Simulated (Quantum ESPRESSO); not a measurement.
# Collinear magnetic orders of TiAgHg2 with Quantum ESPRESSO

Does TiAgHg2 prefer parallel or opposed moments, or none?

Method: PBEsol; plane waves with GBRV 1.5 PBEsol potentials, no spin-orbit coupling, in Quantum ESPRESSO 7.5.

### 1. The structure

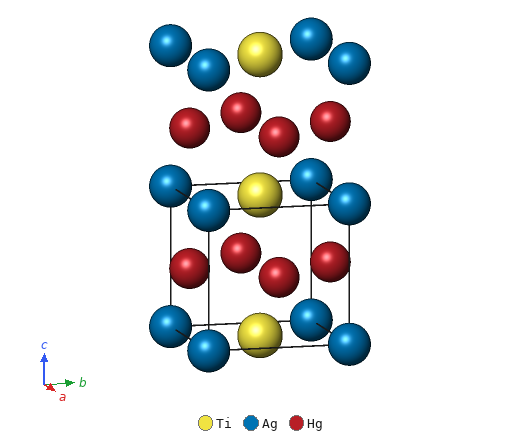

The starting structure, seen slightly off an axis (titanium yellow, silver blue, mercury red). 1×1×2 cells are drawn. Some periodic images of atoms are drawn too.

The cell comes from the Crystallography Open Database.

### 2. Run 1 (ferro +)

The signs are those of the starting moments on the seeded atoms, the atoms that are given a moment.

File pw.in:

```
&CONTROL
  calculation = 'scf'
  prefix = 'pwscf'
  outdir = './tmp'
  pseudo_dir = './pseudo'
  disk_io = 'nowf'
  tprnfor = .true.
  tstress = .true.
/
&SYSTEM
  ibrav = 0
  nat = 4
  ntyp = 3
  ecutwfc = 40
  ecutrho = 280
  nbnd = 37
  occupations = 'smearing'
  smearing = 'fd'
  degauss = 0.00734986
  nspin = 2
  starting_magnetization(1) = 0.0833
  starting_magnetization(2) = 0
  starting_magnetization(3) = 0
/
&ELECTRONS
  conv_thr = 8d-09
  electron_maxstep = 150
  mixing_beta = 0.3
/
ATOMIC_SPECIES
Ti     47.8670 ti_pbesol_v1.4.uspp.F.UPF
Ag    107.8682 ag_pbesol_v1.4.uspp.F.UPF
Hg    200.5920 hg_pbesol_v1.uspp.F.UPF
CELL_PARAMETERS angstrom
   4.1500000000    0.0000000000    0.0000000000
   0.0000000000    4.1500000000    0.0000000000
   0.0000000000    0.0000000000    4.0600000000
ATOMIC_POSITIONS crystal
Ti      0.5000000000    0.5000000000    0.0000000000
Ag      0.0000000000    0.0000000000    0.0000000000
Hg      0.0000000000    0.5000000000    0.5000000000
Hg      0.5000000000    0.0000000000    0.5000000000
K_POINTS automatic
8 8 8 0 0 0
```

Run with:

```sh
> OMP_NUM_THREADS=1 mpirun -n 4 pw.x -nk 4 -in pw.in > pw.out
```

Output:

```text
Program PWSCF v.7.5 starts

     Message from routine setup:
     using ibrav=0 with symmetry is DISCOURAGED, use correct ibrav instead

     K-points division:     npool     =       4
     Subspace diagonalization in iterative solution of the eigenvalue problem:

     G-vector sticks info
     --------------------
     sticks:   dense  smooth     PW     G-vecs:    dense   smooth      PW
     Sum        1369     777    241                37249    16079    2753

     Using Slab Decomposition

     bravais-lattice index     =            0
     lattice parameter (alat)  =       7.8424  a.u.
     unit-cell volume          =     471.8662 (a.u.)^3
     number of atoms/cell      =            4
     number of atomic types    =            3
     number of electrons       =        55.00
     number of Kohn-Sham states=           37
     kinetic-energy cutoff     =      40.0000  Ry
     charge density cutoff     =     280.0000  Ry
     scf convergence threshold =      8.0E-09
     mixing beta               =       0.3000
     number of iterations used =            8  plain     mixing
     Exchange-correlation= SLA  PW   PSX  PSC
                           (   1   4  10   8   0   0   0)

     celldm(1)=   7.842363  celldm(2)=   0.000000  celldm(3)=   0.000000
     celldm(4)=   0.000000  celldm(5)=   0.000000  celldm(6)=   0.000000

     crystal axes: (cart. coord. in units of alat)
               a(1) = (   1.000000   0.000000   0.000000 )
               a(2) = (   0.000000   1.000000   0.000000 )
               a(3) = (   0.000000   0.000000   0.978313 )

     reciprocal axes: (cart. coord. in units 2 pi/alat)
               b(1) = (  1.000000  0.000000  0.000000 )
               b(2) = (  0.000000  1.000000  0.000000 )
               b(3) = (  0.000000  0.000000  1.022167 )

     PseudoPot. # 1 for Ti read from file:
     ti_pbesol_v1.4.uspp.F.UPF
     Pseudo is Ultrasoft + core correction, Zval = 12.0
     Generated by new atomic code, or converted to UPF format
     Using radial grid of  851 points,  6 beta functions with:
                l(1) =   0
                l(2) =   0
                l(3) =   1
                l(4) =   1
                l(5) =   2
                l(6) =   2
     Q(r) pseudized with  6 coefficients,  rinner =    1.000   1.000   1.000
                                                       1.000   1.000

     PseudoPot. # 2 for Ag read from file:
     ag_pbesol_v1.4.uspp.F.UPF
     Pseudo is Ultrasoft + core correction, Zval = 19.0
     Generated by new atomic code, or converted to UPF format
     Using radial grid of  887 points,  6 beta functions with:
                l(1) =   0
                l(2) =   0
                l(3) =   1
                l(4) =   1
                l(5) =   2
                l(6) =   2
     Q(r) pseudized with  6 coefficients,  rinner =    1.300   1.300   1.300
                                                       1.300   1.300

     PseudoPot. # 3 for Hg read from file:
     hg_pbesol_v1.uspp.F.UPF
     Pseudo is Ultrasoft + core correction, Zval = 12.0
     Generated by new atomic code, or converted to UPF format
     Using radial grid of  985 points,  6 beta functions with:
                l(1) =   0
                l(2) =   0
                l(3) =   1
                l(4) =   1
                l(5) =   2
                l(6) =   2
     Q(r) pseudized with  8 coefficients,  rinner =    2.000   2.000   2.000
                                                       2.000   2.000

     atomic species   valence    mass     pseudopotential
     Ti               12.00    47.86700     Ti( 1.00)
     Ag               19.00   107.86820     Ag( 1.00)
     Hg               12.00   200.59200     Hg( 1.00)

     Starting magnetic structure
     atomic species   magnetization
     Ti              0.083
     Ag              0.000
     Hg              0.000

     16 Sym. Ops., with inversion, found

   Cartesian axes

     site n.     atom                  positions (alat units)
         1        Ti     tau(   1) = (   0.5000000   0.5000000   0.0000000  )
         2        Ag     tau(   2) = (   0.0000000   0.0000000   0.0000000  )
         3        Hg     tau(   3) = (   0.0000000   0.5000000   0.4891566  )
         4        Hg     tau(   4) = (   0.5000000   0.0000000   0.4891566  )

     number of k points=    75  Fermi-Dirac smearing, width (Ry)=  0.0073
                       cart. coord. in units 2pi/alat
        k(    1) = (   0.0000000   0.0000000   0.0000000), wk =   0.0019531
        k(    2) = (   0.0000000   0.0000000   0.1277709), wk =   0.0039062
        k(    3) = (   0.0000000   0.0000000   0.2555419), wk =   0.0039062
        k(    4) = (   0.0000000   0.0000000   0.3833128), wk =   0.0039062
        k(    5) = (   0.0000000   0.0000000  -0.5110837), wk =   0.0019531
        [... 70 further k-points ...]

     Dense  grid:    37249 G-vectors     FFT dimensions: (  45,  45,  45)

     Smooth grid:    16079 G-vectors     FFT dimensions: (  32,  32,  32)

     Check: negative core charge=   -0.000002
     Generating pointlists ...
     new r_m :   0.2885 (alat units)  2.2628 (a.u.) for type    1
     new r_m :   0.2885 (alat units)  2.2628 (a.u.) for type    2
     new r_m :   0.2885 (alat units)  2.2628 (a.u.) for type    3

     Initial potential from superposition of free atoms

     starting charge      53.4998, renormalised to      55.0000

     negative rho (up, down):  7.653E-04 6.455E-04
     Starting wfcs are   41 randomized atomic wfcs

     Self-consistent Calculation

     iteration #  1     ecut=    40.00 Ry     beta= 0.30
     Davidson diagonalization with overlap
     ethr =  1.00E-02,  avg # of iterations =  4.9

     total energy              =    -613.42947694 Ry
     estimated scf accuracy    <      38.15485886 Ry

     total magnetization       =     0.82 Bohr mag/cell
     absolute magnetization    =     0.83 Bohr mag/cell

     iteration #  2     ecut=    40.00 Ry     beta= 0.30
     Davidson diagonalization with overlap
     ethr =  1.00E-02,  avg # of iterations =  3.3

     total energy              =    -631.14771284 Ry
     estimated scf accuracy    <      15.88261476 Ry

     total magnetization       =     0.03 Bohr mag/cell
     absolute magnetization    =     0.06 Bohr mag/cell

     iteration #  3     ecut=    40.00 Ry     beta= 0.30
     Davidson diagonalization with overlap
     ethr =  1.00E-02,  avg # of iterations =  2.0

     total energy              =    -629.96798916 Ry
     estimated scf accuracy    <       6.02897703 Ry

     total magnetization       =     0.04 Bohr mag/cell
     absolute magnetization    =     0.05 Bohr mag/cell

     [... further iterations left out ...]

     iteration # 21     ecut=    40.00 Ry     beta= 0.30
     Davidson diagonalization with overlap
     ethr =  1.18E-08,  avg # of iterations =  2.2

     negative rho (up, down):  1.268E-04 1.611E-04

     total energy              =    -629.73054809 Ry
     estimated scf accuracy    <       0.00000002 Ry

     total magnetization       =    -0.01 Bohr mag/cell
     absolute magnetization    =     0.01 Bohr mag/cell

     iteration # 22     ecut=    40.00 Ry     beta= 0.30
     Davidson diagonalization with overlap
     ethr =  3.56E-11,  avg # of iterations =  5.6

     negative rho (up, down):  1.412E-04 1.478E-04

     total energy              =    -629.73055811 Ry
     estimated scf accuracy    <       0.00000154 Ry

     total magnetization       =     0.03 Bohr mag/cell
     absolute magnetization    =     0.03 Bohr mag/cell

     iteration # 23     ecut=    40.00 Ry     beta= 0.30
     Davidson diagonalization with overlap
     ethr =  3.56E-11,  avg # of iterations =  4.7

     negative rho (up, down):  1.454E-04 1.437E-04

     total energy              =    -629.73056285 Ry
     estimated scf accuracy    <       0.00000003 Ry

     total magnetization       =     0.01 Bohr mag/cell
     absolute magnetization    =     0.01 Bohr mag/cell

     iteration # 24     ecut=    40.00 Ry     beta= 0.30
     Davidson diagonalization with overlap
     ethr =  3.56E-11,  avg # of iterations =  3.3

     negative rho (up, down):  1.453E-04 1.437E-04

     Magnetic moment per site  (integrated on atomic sphere of radius R)
     atom   1 (R=0.289)  charge= 10.4296  magn= -0.0008
     atom   2 (R=0.289)  charge= 17.8148  magn= -0.0000
     atom   3 (R=0.289)  charge= 10.3396  magn= -0.0000
     atom   4 (R=0.289)  charge= 10.3396  magn= -0.0000

     End of self-consistent calculation

     Number of k-points >= 100: set verbosity='high' to print the bands.

     the Fermi energy is    15.9903 ev

!    total energy              =    -629.73056329 Ry
     estimated scf accuracy    <          1.4E-09 Ry
     smearing contrib. (-TS)   =      -0.01114159 Ry
     internal energy E=F+TS    =    -629.71942169 Ry

     The total energy is F=E-TS. E is the sum of the following terms:
     one-electron contribution =    -181.64132270 Ry
     hartree contribution      =     132.20683562 Ry
     xc contribution           =    -124.27937323 Ry
     ewald contribution        =    -456.00556138 Ry

     total magnetization       =    -0.00 Bohr mag/cell
     absolute magnetization    =     0.00 Bohr mag/cell

     convergence has been achieved in  24 iterations

     negative rho (up, down):  1.453E-04 1.437E-04

     Forces acting on atoms (cartesian axes, Ry/au):

     atom    1 type  1   force =     0.00000000    0.00000000    0.00000000
     atom    2 type  2   force =     0.00000000    0.00000000    0.00000000
     atom    3 type  3   force =     0.00000000    0.00000000    0.00000000
     atom    4 type  3   force =     0.00000000    0.00000000    0.00000000

     Total force =     0.000000     Total SCF correction =     0.000000

     Computing stress (Cartesian axis) and pressure

     negative rho (up, down):  1.453E-04 1.437E-04
          total   stress  (Ry/bohr**3)                   (kbar)     P=       74.49
   0.00055429   0.00000000   0.00000000           81.54        0.00        0.00
   0.00000000   0.00055429   0.00000000            0.00       81.54        0.00
   0.00000000   0.00000000   0.00041045            0.00        0.00       60.38

=------------------------------------------------------------------------------=
   JOB DONE.
=------------------------------------------------------------------------------=
```

Wall time 80 s (4 MPI ranks of Arm Neoverse V2, shared host); peak memory 0.62 GiB; 5.3 min of CPU time.

Spin moment in the atom's sphere by atom:

| atom | spin moment in the atom's sphere (μB) |
| --- | --- |
| Ti1 | -0.0008 |
| Ag2 | 0.0000 |
| Hg3 | 0.0000 |
| Hg4 | 0.0000 |

This step gave:

```yaml
smearing_term_ts: 0.1516 eV
pressure: 7.449 GPa
magnetization: 0 μB
absolute_magnetization: 0 μB
final_state: non-magnetic
```

(Part 1 of 2 ends here.)

[Logs and program files are shortened in this print: banners, set-up blocks, solver, clock and traceback lines can be left out without a mark of their own.]

[Logs are printed without paths, hosts, clocks, repeated set-up lines and the standing remarks that a program may print on its own settings, such as how far it seeks lower states.]

[Hosts, paths, dates, database ids (printed as entryN), source tags and the programs' standing remarks are cut or masked in the printed files.]

[Where a cell is said to come from a database of computed structures, the database is the Materials Project.]
